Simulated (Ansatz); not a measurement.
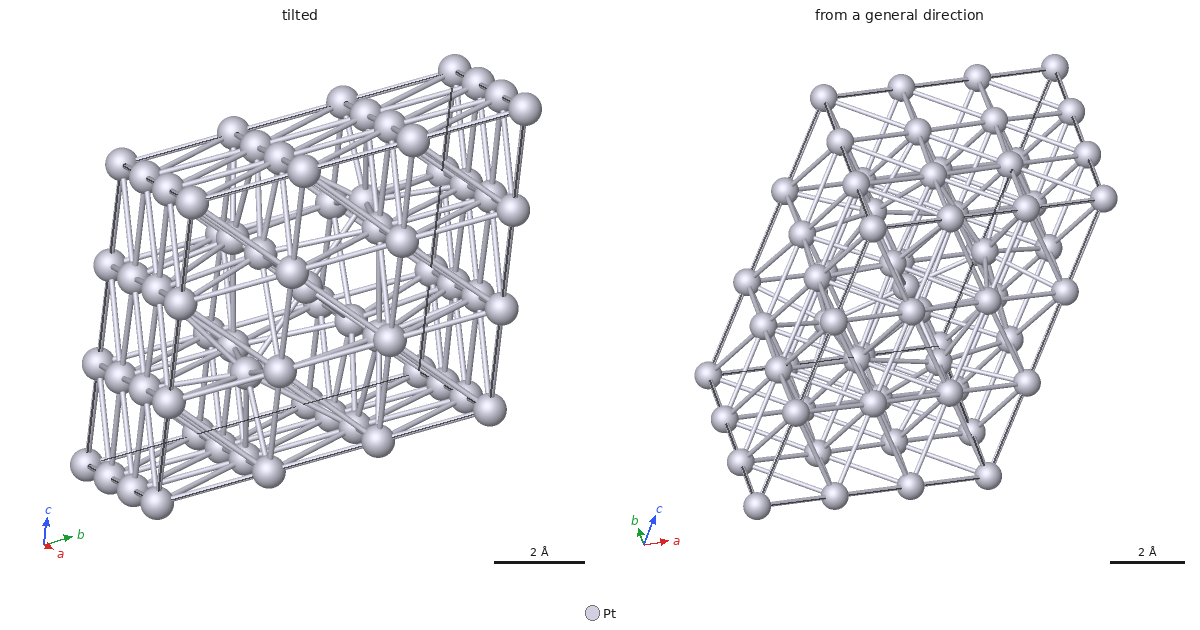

The crystal in a ball-and-stick representation, seen slightly off an axis and from a general direction. The wireframe shows the supercell. The host is Pt, in a cell of 27 sites, and the cell is neutral.

**Describe the defect.**

An interstitial platinum atom. It is bonded to six Pt in an octahedral arrangement at about 2.3 Å.

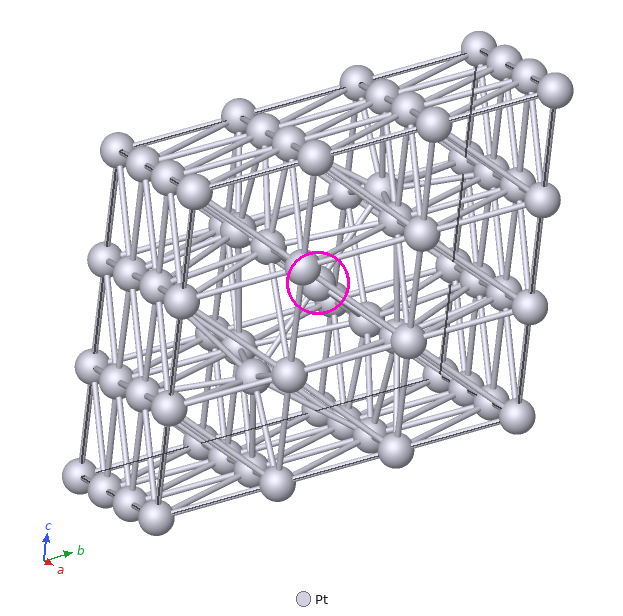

The same cell with a ring at the defect's site.

The atoms were relaxed in the host's cell with DFT PBEsol, scalar-relativistic, plane waves, PAW in Ansatz 0.2.0.
